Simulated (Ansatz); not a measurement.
# CH5AlNO (SMILES C=[NH+][AlH][OH]) (charge +1): what the fields show

```yaml
atoms:
  - { symbol: C, position_ang: [-0.4543, 1.4242, 0.6268] }
  - { symbol: Al, position_ang: [0.5869, -0.6306, -1.1496] }
  - { symbol: N, position_ang: [0.2473, 0.3675, 0.4810] }
  - { symbol: O, position_ang: [1.5591, -1.8686, -0.6312] }
  - { symbol: H, position_ang: [2.0247, -2.6407, -0.9567] }
  - { symbol: H, position_ang: [0.6843, 0.0047, 1.3366] }
  - { symbol: H, position_ang: [-0.5755, 1.9047, 1.6068] }
  - { symbol: H, position_ang: [-0.9539, 1.8728, -0.2427] }
  - { symbol: H, position_ang: [-0.1068, -0.0232, -2.4034] }
```

Geometry: PBE0-D3(BJ)/def2-SVP.

All numbers below come from isolated molecule in a Gaussian basis; Kohn-Sham density functional theory, functional PBE0 in Ansatz.

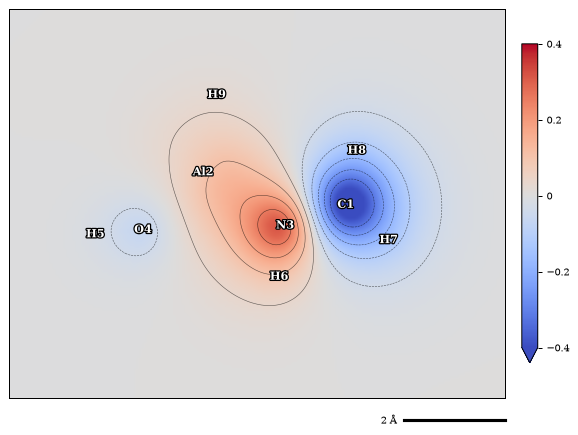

Figure 1. The LUMO on a plane 0.8 Å above the molecular plane (values in Å⁻³ᐟ²; the overall sign is arbitrary).

Question: Where does this orbital lie, and at what energy?

Answer: It lies mainly on C1 (about 50 %), N3 (about 25 %) and Al2 (about 10 %); it changes sign across the molecular plane (π type); π-bonding across Al2–N3; π-antibonding (a node) across C1–N3. Its energy is −7.52 eV.

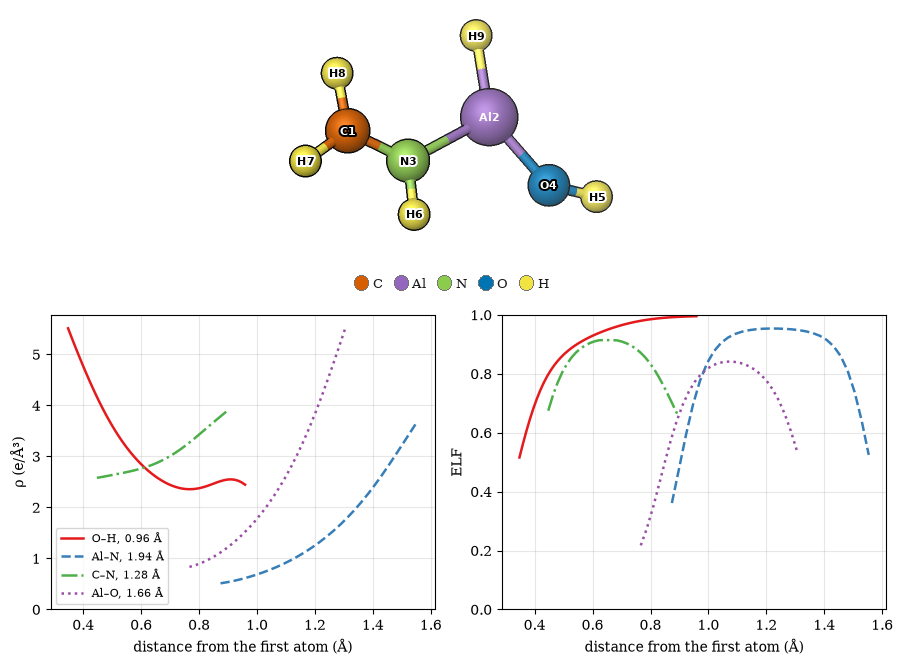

Figure 2. Total electron density and electron localisation function along straight lines between neighbouring atoms. The curves leave out the atomic cores. The structure is drawn too.

Question: Compare the contacts.

Answer: O–H (0.96 Å): ρ is about 3.8 e/Å³ halfway; the ELF climbs to about 1 towards the hydrogen, as it does in any bond to H; a covalent bond by its length.
Al–N (1.94 Å): the density is about 0.64 e/Å³ at the midpoint; the ELF peaks at about 0.95 in the valence shell of N, 0.7 Å from its nucleus, and is about 0.80 at the midpoint.
C–N (1.28 Å): the density is about 2.8 e/Å³ at the midpoint; the ELF peaks at about 0.90 between the atoms; a covalent bond.
Al–O (1.66 Å): ρ is about 0.97 e/Å³ halfway; the ELF peaks at about 0.85 in the valence shell of O, 0.6 Å from its nucleus, and is about 0.40 at the midpoint.

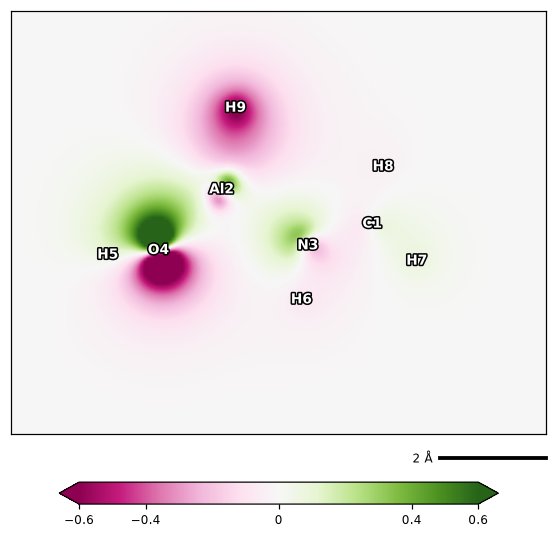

Figure 3. One frontier orbital on the molecular plane (values in Å⁻³ᐟ²; the overall sign is arbitrary).

Question: Which orbital is it: HOMO or LUMO?

Answer: The HOMO, at −14.00 eV. Its weight (Hirshfeld) is mainly on O4 (about 55 %), H9 (about 20 %) and Al2 (about 20 %); it is symmetric in the molecular plane (an in-plane orbital: σ, lone-pair or in-plane π type).
